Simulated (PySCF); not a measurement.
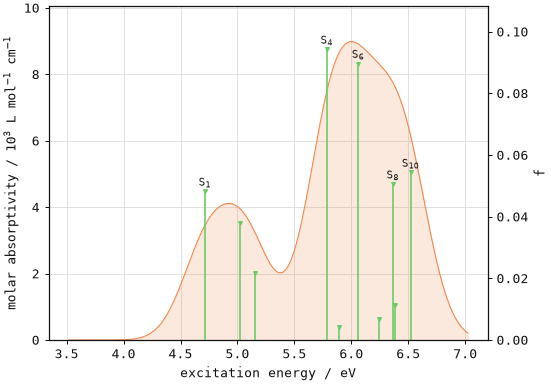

Computed absorption of C₇H₁₄GeO, SMILES C=CC/C(C)=C(\C)[O][GeH3], singlet. Vertical TDDFT excitations, B3LYP/def2-SVPD with PySCF, at a PBE0-D3(BJ)/def2-SVP geometry (no frequency check), gas phase. The lowest 10 singlet states are shown; each is broadened by a Gaussian of 1/e half-width 0.30 eV. Sticks give oscillator strengths (right axis).

Q: Where is the maximum of the broadened curve, and how high is it?

A: At about 6.0 eV (207 nm), with ε near 9000 L mol⁻¹ cm⁻¹.

Q: Which of the computed transitions is the brightest, and what character does the calculation give it?

A: S4 at 5.79 eV (214 nm), f = 0.094, mainly HOMO → LUMO+3 (71 %).

Q: List the transitions behind the spectrum.

A:
```
state  E (eV)  λ (nm)      f        main character
   S1    4.72     263  0.048    HOMO → LUMO (90 %)
   S2    5.02     247  0.038  HOMO → LUMO+1 (88 %)
   S3    5.15     241  0.022  HOMO → LUMO+2 (94 %)
   S4    5.79     214  0.094  HOMO → LUMO+3 (71 %)
   S5    5.89     210  0.004  HOMO → LUMO+4 (88 %)
   S6    6.06     205  0.090  HOMO → LUMO+5 (56 %)
   S7    6.24     199  0.007  HOMO → LUMO+6 (89 %)
   S8    6.37     195  0.051  HOMO−1 → LUMO (79 %)
   S9    6.38     194  0.011  HOMO → LUMO+8 (57 %)
  S10    6.52     190  0.054  HOMO → LUMO+7 (38 %)
```

Note: states above the negative HOMO energy depend on the basis; one conformer of a flexible molecule; core orbitals are frozen in the response.
